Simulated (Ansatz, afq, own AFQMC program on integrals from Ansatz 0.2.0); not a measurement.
**SiH2 (triplet): AFQMC on the coupled-cluster ladder as a fragment species, def2-TZVP**

How near does AFQMC come to the top of the ladder for SiH2 (triplet)?

Computed with Ansatz 0.2.0, Gaussian basis, and an in-house AFQMC program (afq) on its integrals; all values are calculated. Level: def2-TZVP, frozen cores.

Plan: PBE (unrestricted); r2SCAN (unrestricted); PBE0 (unrestricted); B3LYP (unrestricted); CCSD(T) on UHF; wB97M-V (unrestricted); B2PLYP (unrestricted); CCSDT(Q) on UHF; CCSD(T) on UHF; CCSD(T) on UHF; Phaseless AFQMC, CISD trial on UHF.

### Step 1. What is computed

The geometry is a PBE0/def2-SVP stationary point (not a proven minimum).

3 atoms, charge 0, spin multiplicity 3.

Atoms are counted from 1 here; the program's logs count them from 0.

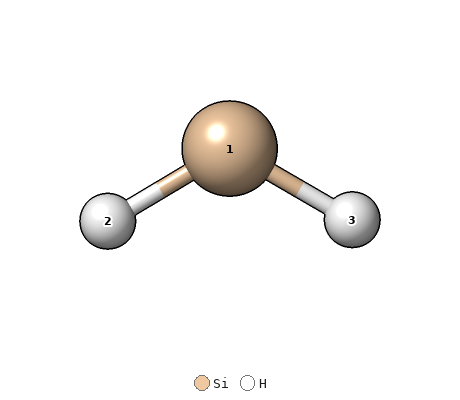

The structure; silicon light orange, hydrogen white; atoms are numbered from 1 in the order of the file.

### Step 2. PBE (unrestricted)

in.yaml

```yaml
crystal:
  periodic: [false, false, false]
  atoms:
    - {symbol: Si, position_ang: [0.646956, 0.478231, 0.231133]}
    - {symbol: H, position_ang: [0.913914, 0.741341, 1.676818]}
    - {symbol: H, position_ang: [1.549250, 1.082358, -0.794242]}
basis:
  gaussian: {orbitals: def2-TZVP}
magnetization: {spin_polarized: true, initial_magnetization: 2}
hamiltonian: {xc: {name: PBE}}
output: {orbitals: {seedname: orbitals}}
```

Run with:

```bash
ansatz run in.yaml --threads 1 --pin off --events-out ev --progress --plain --max-ram 8192MiB --backend cpu
```

The log of the run:

```text
Functional definition: PBE
  name "PBE"
  cite "Perdew, Burke & Ernzerhof, Phys. Rev. Lett. 77, 3865 (1996) doi:10.1103/PhysRevLett.77.3865"
  parent pbe
  parameter kappa = 0.804
  parameter beta = 0.06672455060314922
  exchange = pbe_x(kappa = kappa, mu = beta*pi^2/3)
  correlation = pbe_c(beta = beta)
340 factors; their error is unknown
mean field evaluation 1: about -7902.3720 eV, gradient 8.8e0 eV
mean field evaluation 2: about -7902.7428 eV, gradient 6.0e0 eV
mean field evaluation 4: about -7903.0643 eV, gradient 3.4e-1 eV
mean field evaluation 8: about -7903.0584 eV, gradient 1.9e-3 eV
mean field -7903.05841536 eV, -290.4320398791 hartree, gradient 4.6e-5 eV, S^2 2.002973; 0 other end points of the search recorded, 0 dependent functions left out
reference -7903.05844961 eV, -290.4320411377 hartree; 9, 7 occupied and 40, 42 virtual orbitals, 340 factors
Total energy: -7903.05844961 eV, -290.4320411377 hartree
```

Wall time 0.45 s (1 thread of AMD EPYC 7R13 (Zen 3), shared host); peak memory 1.8 GiB.

From the report: ⟨S²⟩ of the determinant 2.003 (pure triplet: 2.00).

### Step 3. r2SCAN (unrestricted)

in.yaml: that of step 2 with these lines changed.

```diff
@@ -9,3 +9,2 @@
 magnetization: {spin_polarized: true, initial_magnetization: 2}
-hamiltonian: {xc: {name: PBE}}
-output: {orbitals: {seedname: orbitals}}
+hamiltonian: {xc: {name: r2SCAN}}
```

The command is unchanged.

The log of the run:

```text
Functional definition: r2SCAN
  name "r2SCAN"
  cite "Furness, Kaplan, Ning, Perdew & Sun, J. Phys. Chem. Lett. 11, 8208 (2020) doi:10.1021/acs.jpclett.0c02405"
  cite "Furness, Kaplan, Ning, Perdew & Sun, J. Phys. Chem. Lett. 11, 9248 (2020) doi:10.1021/acs.jpclett.0c03077"
  parent r2scan
  parameter k0 = 0.174
  parameter k1 = 0.065
  parameter a1 = 4.9479
  exchange = r2scan_x(k0 = k0, k1 = k1, a1 = a1)
  correlation = r2scan_c
340 factors; their error is unknown
mean field evaluation 1: about -7906.0272 eV, gradient 7.8e0 eV
mean field evaluation 2: about -7906.4102 eV, gradient 4.3e0 eV
mean field evaluation 4: about -7906.5655 eV, gradient 2.9e-1 eV
mean field evaluation 8: about -7906.5604 eV, gradient 4.1e-3 eV
mean field -7906.56038533 eV, -290.5607349018 hartree, gradient 1.9e-5 eV, S^2 2.005744; 0 other end points of the search recorded, 0 dependent functions left out
reference -7906.56039751 eV, -290.5607353495 hartree; 9, 7 occupied and 40, 42 virtual orbitals, 340 factors
Total energy: -7906.56039751 eV, -290.5607353495 hartree
```

Wall time 0.97 s (1 thread of AMD EPYC 7R13 (Zen 3), shared host); peak memory 1.8 GiB.

From the report: ⟨S²⟩ of the determinant 2.006 (pure triplet: 2.00).

### Step 4. PBE0 (unrestricted)

in.yaml: that of step 3 with these lines changed.

```diff
@@ -9,2 +9,3 @@
 magnetization: {spin_polarized: true, initial_magnetization: 2}
-hamiltonian: {xc: {name: r2SCAN}}
+hamiltonian: {xc: {name: PBE0}}
+output: {orbitals: {seedname: orbitals}}
```

The command is unchanged.

The log of the run:

```text
Functional definition: PBE0
  name "PBE0"
  cite "Adamo & Barone, J. Chem. Phys. 110, 6158 (1999) doi:10.1063/1.478522"
  cite "Perdew, Burke & Ernzerhof, Phys. Rev. Lett. 77, 3865 (1996) doi:10.1103/PhysRevLett.77.3865"
  parent pbe
  parameter a = 0.25
  parameter kappa = 0.804
  parameter beta = 0.06672455060314922
  exchange = (1 - a)*pbe_x(kappa = kappa, mu = beta*pi^2/3) + a*exact_x
  correlation = pbe_c(beta = beta)
356 factors; their error is unknown
mean field evaluation 1: about -7903.4940 eV, gradient 6.2e0 eV
mean field evaluation 2: about -7903.7875 eV, gradient 2.6e0 eV
mean field evaluation 4: about -7903.8442 eV, gradient 1.5e-1 eV
mean field evaluation 8: about -7903.8776 eV, gradient 2.0e-2 eV
mean field -7903.87755905 eV, -290.4621428546 hartree, gradient 1.9e-5 eV, S^2 2.003263; 0 other end points of the search recorded, 0 dependent functions left out
reference -7903.87758482 eV, -290.4621438015 hartree; 9, 7 occupied and 40, 42 virtual orbitals, 356 factors
Total energy: -7903.87758482 eV, -290.4621438015 hartree
```

Wall time 0.51 s (1 thread of AMD EPYC 7R13 (Zen 3), shared host); peak memory 1.8 GiB.

From the report: ⟨S²⟩ of the determinant 2.003 (pure triplet: 2.00).

### Step 5. B3LYP (unrestricted)

in.yaml: that of step 4 with these lines changed.

```diff
@@ -9,3 +9,2 @@
 magnetization: {spin_polarized: true, initial_magnetization: 2}
-hamiltonian: {xc: {name: PBE0}}
-output: {orbitals: {seedname: orbitals}}
+hamiltonian: {xc: {name: B3LYP}}
```

Launched as before.

The log of the run:

```text
Functional definition: B3LYP
  name "B3LYP"
  cite "Stephens, Devlin, Chabalowski & Frisch, J. Phys. Chem. 98, 11623 (1994) doi:10.1021/j100096a001"
  cite "Becke, Phys. Rev. A 38, 3098 (1988) doi:10.1103/PhysRevA.38.3098"
  cite "Lee, Yang & Parr, Phys. Rev. B 37, 785 (1988) doi:10.1103/PhysRevB.37.785"
  cite "Vosko, Wilk & Nusair, Can. J. Phys. 58, 1200 (1980) doi:10.1139/p80-159"
  parameter a0 = 0.2
  parameter ax = 0.72
  parameter ac = 0.81
  exchange = (1 - a0 - ax)*slater_x + ax*b88_x + a0*exact_x
  correlation = (1 - ac)*vwn_rpa_c + ac*lyp_c
349 factors; their error is unknown
mean field evaluation 1: about -7907.4026 eV, gradient 7.0e0 eV
mean field evaluation 2: about -7907.7373 eV, gradient 3.4e0 eV
mean field evaluation 4: about -7907.8284 eV, gradient 1.6e-1 eV
mean field evaluation 8: about -7907.8538 eV, gradient 1.6e-2 eV
mean field -7907.85376961 eV, -290.6082658973 hartree, gradient 1.2e-5 eV, S^2 2.002116; 0 other end points of the search recorded, 0 dependent functions left out
reference -7907.85396094 eV, -290.6082729288 hartree; 9, 7 occupied and 40, 42 virtual orbitals, 349 factors
Total energy: -7907.85396094 eV, -290.6082729288 hartree
```

It took 0.51 s on 1 thread of AMD EPYC 7R13 (Zen 3), shared host; peak memory 1.8 GiB.

From the report: ⟨S²⟩ of the determinant 2.002 (pure triplet: 2.00).

### Step 6. CCSD(T) on UHF

in.yaml: that of step 5 with these lines changed.

```diff
@@ -9,2 +9,2 @@
 magnetization: {spin_polarized: true, initial_magnetization: 2}
-hamiltonian: {xc: {name: B3LYP}}
+correlation: {method: ccsd_t, electrons: outside_noble_gas, hamiltonian_folder: ham}
```

Run with:

```bash
ansatz run in.yaml --threads 1 --pin off --events-out ev --progress --plain --max-ram 24576MiB --backend cuda --devices 0, --max-vram 18GiB
```

The log of the run (excerpt; [...] marks lines left out):

```text
Functional definition: HF
  name "HF"
  cite "Fock, Z. Phys. 61, 126 (1930) doi:10.1007/BF01340294"
  parent pbe
[...]
316 factors; integrals over basis functions are off by at most 9.9e-4 eV
[...]
mean field -7891.82383427 eV, -290.0191766392 hartree, gradient 1.4e-6 eV, S^2 2.006276; 0 other end points of the search recorded, 0 dependent functions left out
5 core orbitals not correlated: weight in the atoms' cores, before any rotation towards them, 1.000 or more for the frozen orbitals, at most 0.000 for the correlated occupied ones
reference -7891.82383427 eV, -290.0191766392 hartree; 4, 2 occupied and 40, 42 virtual orbitals, 316 factors
second order -2.27422274 eV of doubles, -0.00000000 eV of singles
cycle   1  -2.71232130 eV  change   -4.4e-1 eV  update   5.4e-2
[...]
cycle   9  -2.90253966 eV  change    6.8e-6 eV  update   5.3e-6
perturbative correction -0.08025027 eV, -0.0029491429 hartree
Total energy: -7894.80662420 eV, -290.1287921472 hartree
```

It took 3.7 s on 1 × NVIDIA H100 80GB HBM3 with 1 thread of AMD EPYC 7R13 (Zen 3), shared host; peak host memory 1.8 GiB.

From the report: ⟨S²⟩ of the determinant 2.006 (pure triplet: 2.00); correlation -2.9828 eV; T1 0.019; largest double amplitude 0.04.

This run also writes the integrals to the folder ham.

### Step 7. wB97M-V (unrestricted)

in.yaml: that of step 6 with these lines changed.

```diff
@@ -9,2 +9,3 @@
 magnetization: {spin_polarized: true, initial_magnetization: 2}
-correlation: {method: ccsd_t, electrons: outside_noble_gas, hamiltonian_folder: ham}
+hamiltonian: {xc: {name: wB97M-V}}
+output: {orbitals: {seedname: orbitals}}
```

Run with:

```bash
ansatz run in.yaml --threads 1 --pin off --events-out ev --progress --plain --max-ram 8192MiB --backend cpu
```

The log of the run (excerpt; [...] marks lines left out):

```text
Functional definition: wB97M-V
  name "wB97M-V"
  cite "Mardirossian & Head-Gordon, J. Chem. Phys. 144, 214110 (2016) doi:10.1063/1.4952647"
  cite "Becke, J. Chem. Phys. 107, 8554 (1997) doi:10.1063/1.475007"
  cite "Vydrov & Van Voorhis, J. Chem. Phys. 133, 244103 (2010) doi:10.1063/1.3521275"
  # Of w^i u^j: cxij and so on, Table III.
[...]
  gx(w, u) = 1 - cx + cx01*u + cx10*w
  gss(w, u) = css00 + css04*u^4 + css10*w + css20*w^2 + css43*w^4*u^3
  gos(w, u) = cos00 + cos10*w + (cos20 + cos21*u)*w^2 + (cos60 + cos61*u)*w^6
[...]
      + integral(e_c_pw_mod_opposite_spin*gos(b97_w_opposite, b97_u_opposite)) + vv10(b, c)
340 factors; their error is unknown
94 factors; integrals over basis functions are off by at most 7.3e-5 eV
[...]
mean field -7906.25003531 eV, -290.5493297488 hartree, gradient 6.2e-5 eV, S^2 2.001169; 0 other end points of the search recorded, 0 dependent functions left out
reference -7906.25006861 eV, -290.5493309725 hartree; 9, 7 occupied and 40, 42 virtual orbitals, 340 factors
Total energy: -7906.25006861 eV, -290.5493309725 hartree
```

Wall time 1.7 s (1 thread of AMD EPYC 7R13 (Zen 3), shared host); peak memory 1.8 GiB.

From the report: ⟨S²⟩ of the determinant 2.001 (pure triplet: 2.00).

### Step 8. B2PLYP (unrestricted)

in.yaml: that of step 7 with these lines changed.

```diff
@@ -9,3 +9,3 @@
 magnetization: {spin_polarized: true, initial_magnetization: 2}
-hamiltonian: {xc: {name: wB97M-V}}
-output: {orbitals: {seedname: orbitals}}
+hamiltonian: {xc: {name: B2PLYP}}
+correlation: {electrons: outside_noble_gas}
```

Launched as before.

The log of the run (excerpt; [...] marks lines left out):

```text
Functional definition: B2PLYP
  name "B2PLYP"
  cite "Grimme, J. Chem. Phys. 124, 034108 (2006) doi:10.1063/1.2148954"
  cite "Becke, Phys. Rev. A 38, 3098 (1988) doi:10.1103/PhysRevA.38.3098"
  cite "Lee, Yang & Parr, Phys. Rev. B 37, 785 (1988) doi:10.1103/PhysRevB.37.785"
[...]
316 factors; integrals over basis functions are off by at most 9.9e-4 eV
[...]
mean field -7902.96864466 eV, -290.4287408667 hartree, gradient 3.1e-6 eV, S^2 2.003374; 0 other end points of the search recorded, 0 dependent functions left out
5 core orbitals not correlated: weight in the atoms' cores, before any rotation towards them, 1.000 or more for the frozen orbitals, at most 0.000 for the correlated occupied ones
reference -7902.96876570 eV, -290.4287453149 hartree; 4, 2 occupied and 40, 42 virtual orbitals, 316 factors
second order -2.90379375 eV of doubles, -0.00000000 eV of singles
Total energy: -7903.75279001 eV, -290.4575576769 hartree
```

Run time: 0.6 s. Hardware: 1 thread of AMD EPYC 7R13 (Zen 3), shared host; peak memory 1.8 GiB.

From the report: ⟨S²⟩ of the determinant 2.003 (pure triplet: 2.00).

### Step 9. CCSDT(Q) on UHF

in.yaml: that of step 8 with these lines changed.

```diff
@@ -9,3 +9,2 @@
 magnetization: {spin_polarized: true, initial_magnetization: 2}
-hamiltonian: {xc: {name: B2PLYP}}
-correlation: {electrons: outside_noble_gas}
+correlation: {method: ccsdt_q, electrons: outside_noble_gas}
```

Run with:

```bash
ansatz run in.yaml --threads 1 --pin off --events-out ev --progress --plain --max-ram 24576MiB --backend cuda --devices 0, --max-vram 18GiB
```

The log of the run (excerpt; [...] marks lines left out):

```text
Functional definition: HF
  name "HF"
  cite "Fock, Z. Phys. 61, 126 (1930) doi:10.1007/BF01340294"
  parent pbe
[...]
615 factors; integrals over basis functions are off by at most 1.6e-7 eV
[...]
mean field -7891.82383917 eV, -290.0191768192 hartree, gradient 3.2e-6 eV, S^2 2.006276; 0 other end points of the search recorded, 0 dependent functions left out
5 core orbitals not correlated: weight in the atoms' cores, before any rotation towards them, 1.000 or more for the frozen orbitals, at most 0.000 for the correlated occupied ones
reference -7891.82383917 eV, -290.0191768192 hartree; 4, 2 occupied and 40, 42 virtual orbitals, 615 factors
second order -2.27423814 eV of doubles, -0.00000000 eV of singles
cycle   1  -2.71230958 eV  change   -4.4e-1 eV  update   5.9e-2
[...]
cycle  14  -3.00460129 eV  change    4.4e-7 eV  update   1.9e-7
perturbative correction -0.00180943 eV, -0.0000664954 hartree
Total energy: -7894.83024990 eV, -290.1296603756 hartree
```

Run time: 4.2 s. Hardware: 1 × NVIDIA H100 80GB HBM3 with 1 thread of AMD EPYC 7R13 (Zen 3), shared host; peak host memory 1.8 GiB.

From the report: ⟨S²⟩ of the determinant 2.006 (pure triplet: 2.00); correlation -3.0064 eV; T1 0.019; largest double amplitude 0.04.

### Step 10. CCSD(T) on UHF

in.yaml: that of step 9 with these lines changed.

```diff
@@ -7,4 +7,4 @@
 basis:
-  gaussian: {orbitals: def2-TZVP}
+  gaussian: {orbitals: def2-TZVPP}
 magnetization: {spin_polarized: true, initial_magnetization: 2}
-correlation: {method: ccsdt_q, electrons: outside_noble_gas}
+correlation: {method: ccsd_t, electrons: outside_noble_gas}
```

The command is unchanged.

The log of the run (excerpt; [...] marks lines left out):

```text
Functional definition: HF
  name "HF"
  cite "Fock, Z. Phys. 61, 126 (1930) doi:10.1007/BF01340294"
  parent pbe
[...]
395 factors; integrals over basis functions are off by at most 6.0e-4 eV
[...]
mean field -7891.83520610 eV, -290.0195945460 hartree, gradient 1.3e-6 eV, S^2 2.006489; 0 other end points of the search recorded, 0 dependent functions left out
5 core orbitals not correlated: weight in the atoms' cores, before any rotation towards them, 1.000 or more for the frozen orbitals, at most 0.000 for the correlated occupied ones
reference -7891.83520610 eV, -290.0195945460 hartree; 4, 2 occupied and 61, 63 virtual orbitals, 395 factors
second order -2.45171712 eV of doubles, -0.00000000 eV of singles
cycle   1  -2.87029601 eV  change   -4.2e-1 eV  update   5.3e-2
[...]
cycle  10  -3.05651792 eV  change   -2.6e-6 eV  update   2.0e-6
perturbative correction -0.08692954 eV, -0.0031946018 hartree
Total energy: -7894.97865356 eV, -290.1351141096 hartree
```

Run time: 1.5 s. Hardware: 1 × NVIDIA H100 80GB HBM3 with 1 thread of AMD EPYC 7R13 (Zen 3), shared host; peak host memory 1.8 GiB.

From the report: ⟨S²⟩ of the determinant 2.006 (pure triplet: 2.00); correlation -3.1434 eV; T1 0.018; largest double amplitude 0.04.

### Step 11. CCSD(T) on UHF

in.yaml: that of step 10 with these lines changed.

```diff
@@ -7,3 +7,3 @@
 basis:
-  gaussian: {orbitals: def2-TZVPP}
+  gaussian: {orbitals: "def2-QZVPP.json"}
 magnetization: {spin_polarized: true, initial_magnetization: 2}
```

The command is unchanged.

The log of the run (excerpt; [...] marks lines left out):

```text
Functional definition: HF
  name "HF"
  cite "Fock, Z. Phys. 61, 126 (1930) doi:10.1007/BF01340294"
  parent pbe
[...]
752 factors; integrals over basis functions are off by at most 7.4e-4 eV
[...]
mean field -7892.07298916 eV, -290.0283329124 hartree, gradient 1.5e-6 eV, S^2 2.006649; 0 other end points of the search recorded, 0 dependent functions left out
5 core orbitals not correlated: weight in the atoms' cores, before any rotation towards them, 1.000 or more for the frozen orbitals, at most 0.000 for the correlated occupied ones
reference -7892.07298916 eV, -290.0283329124 hartree; 4, 2 occupied and 121, 123 virtual orbitals, 752 factors
second order -2.62087064 eV of doubles, -0.00000000 eV of singles
cycle   1  -3.00138585 eV  change   -3.8e-1 eV  update   5.3e-2
[...]
cycle  10  -3.18842364 eV  change   -2.3e-6 eV  update   2.6e-6
perturbative correction -0.09865490 eV, -0.0036255006 hartree
Total energy: -7895.36006769 eV, -290.1491308205 hartree
```

Wall time 2.2 s (1 × NVIDIA H100 80GB HBM3 with 1 thread of AMD EPYC 7R13 (Zen 3), shared host); peak host memory 1.8 GiB.

From the report: ⟨S²⟩ of the determinant 2.007 (pure triplet: 2.00); correlation -3.2871 eV; T1 0.019; largest double amplitude 0.04.

### Step 12. Phaseless AFQMC, CISD trial on UHF

It reads the integrals that the CCSD(T) run on this determinant wrote.

Run with:

```bash
afq ham --method phaseless --trial cisd --walkers 4000 --populations 20 --least-time 60 --time-step 0.005 --steps-per-block 50 --equilibration-blocks 28 --max-blocks 4000 --target-error 0.00015 --factor-cut 1e-05 --start spin_pure --seed 968 --release-times 0.24,0.51,0.99,1.62,2.4 --release-step 0.03 --release-every 3 --taylor-order 6
```

The log of the run:

```text
orbitals 44  electrons 4 2  factors 304 of 316
reference energy -290.01917664 Eh
CCSD correlation -0.10666643 Eh in 11 cycles, weight of the determinant in the CISD state 0.9302
energy of the start -290.125801 Eh
 block  time / (1/Eh)  mean weight  energy / Eh
     1     0.250  1.0000  -290.125507
     2     0.500  1.0000  -290.126067
     3     0.750  0.9999  -290.126683
     4     1.000  0.9999  -290.127159
     5     1.250  1.0000  -290.127620
     6     1.500  1.0001  -290.128054
     7     1.750  1.0000  -290.128371
     8     2.000  1.0001  -290.128776
     9     2.250  1.0000  -290.128765
    10     2.500  0.9997  -290.128744
    11     2.750  1.0000  -290.128930
    12     3.000  1.0000  -290.129243
    13     3.250  1.0002  -290.129229
    14     3.500  1.0000  -290.129327
    15     3.750  0.9999  -290.129312
    16     4.000  1.0001  -290.129216
    17     4.250  1.0001  -290.129326
    18     4.500  0.9998  -290.129303
    19     4.750  1.0002  -290.129337
    20     5.000  1.0001  -290.129438
    21     5.250  1.0001  -290.129324
    22     5.500  1.0001  -290.129381
    23     5.750  0.9999  -290.129653
    24     6.000  1.0000  -290.129598
    25     6.250  1.0002  -290.129658
    26     6.500  0.9999  -290.129588
    27     6.750  0.9999  -290.129470
    28     7.000  0.9999  -290.129404
    29     7.250  1.0001  -290.129272
    30     7.500  0.9997  -290.129451
    31     7.750  1.0000  -290.129456
    32     8.000  1.0002  -290.129563
    33     8.250  0.9998  -290.129405
    34     8.500  0.9999  -290.129675
    35     8.750  1.0002  -290.129520
    36     9.000  0.9997  -290.129242
    37     9.250  1.0000  -290.129174
    38     9.500  1.0000  -290.129119
    39     9.750  1.0000  -290.129086
    40    10.000  1.0002  -290.129159
    41    10.250  1.0000  -290.129279
    42    10.500  1.0002  -290.129487
    43    10.750  1.0001  -290.129519
    44    11.000  1.0001  -290.129335
    45    11.250  1.0000  -290.129632
    46    11.500  1.0001  -290.129434
    47    11.750  1.0000  -290.129477
    48    12.000  0.9996  -290.129759
    49    12.250  0.9998  -290.129772
    50    12.500  1.0003  -290.129624
    51    12.750  1.0000  -290.129555
    52    13.000  1.0000  -290.129407
    53    13.250  1.0000  -290.129429
    54    13.500  0.9999  -290.129281
    55    13.750  0.9999  -290.129560
    56    14.000  1.0000  -290.129558
    57    14.250  0.9998  -290.129522
    58    14.500  0.9998  -290.129625
    59    14.750  1.0000  -290.129406
    60    15.000  1.0002  -290.129465
    61    15.250  0.9999  -290.129460
    62    15.500  0.9999  -290.129473
    63    15.750  1.0001  -290.129410
    64    16.000  1.0002  -290.129353
    65    16.250  0.9998  -290.129404
    66    16.500  0.9999  -290.129358
    67    16.750  1.0000  -290.129465
    68    17.000  0.9999  -290.129513
    69    17.250  0.9997  -290.129609
    70    17.500  1.0000  -290.129569
    71    17.750  1.0000  -290.129613
    72    18.000  1.0001  -290.129573
    73    18.250  1.0000  -290.129551
    74    18.500  1.0000  -290.129595
    75    18.750  1.0001  -290.129615
    76    19.000  0.9999  -290.129651
    77    19.250  1.0001  -290.129585
    78    19.500  1.0003  -290.129612
error from the spread of 20 populations
released: time / (1/Eh)  energy / Eh  error  mean overlap
  0.24  -290.129526  0.000035  0.9986
  0.51  -290.129538  0.000032  0.9998
  0.99  -290.129589  0.000022  1.0010
  1.62  -290.129641  0.000018  0.9988
  2.40  -290.129674  0.000041  0.9958
energy -290.129473 +/- 0.000046 Eh
```

Run time: 28 s. Hardware: 1 × NVIDIA H100 80GB HBM3 with 2 threads of AMD EPYC 7R13 (Zen 3), shared host; peak host memory 1.8 GiB.

Energy -7894.8252 ± 0.0013 eV. Caveats: constraint bias not in the error.

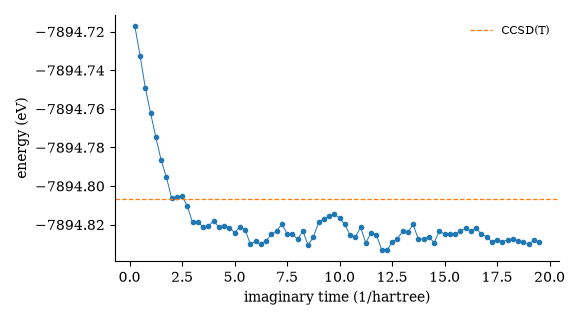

Block energies along the walk.

### Step 13. AFQMC on the ladder

On the UHF determinant, counted from CCSDT(Q) (a yardstick, not exact):

```tsv
level	energy (eV)	from CCSDT(Q) (kcal/mol)	statistical error (kcal/mol)	time
HF	-7891.8238	+69.33		
MP2	-7894.0981	+16.88		
CCSD	-7894.7264	+2.40		
CCSD(T)	-7894.8066	+0.54		
CCSDT(Q)	-7894.8302	0.00		
Phaseless AFQMC, CISD trial, step 0.005, 4000 walkers	-7894.8252	+0.12	0.03	28 s
```

The functionals' totals stand on their own zeros and serve differences with other points: PBE -7903.058 eV; r2SCAN -7906.560 eV; PBE0 -7903.878 eV; B3LYP -7907.854 eV; wB97M-V -7906.250 eV; B2PLYP -7903.753 eV.

### Step 14. Results

| quantity | value |
| --- | --- |
| CCSD(T) on UHF from CCSDT(Q) | +0.54 kcal/mol |
| Phaseless AFQMC, CISD trial on UHF from CCSDT(Q) | +0.12 ± 0.03 kcal/mol |

What this shows: On UHF the phaseless walk with the CISD trial lies +0.12 kcal/mol from CCSDT(Q), 4 times its error bar. Error bars are statistical and leave out the constraint, the time step and what remains of the start.
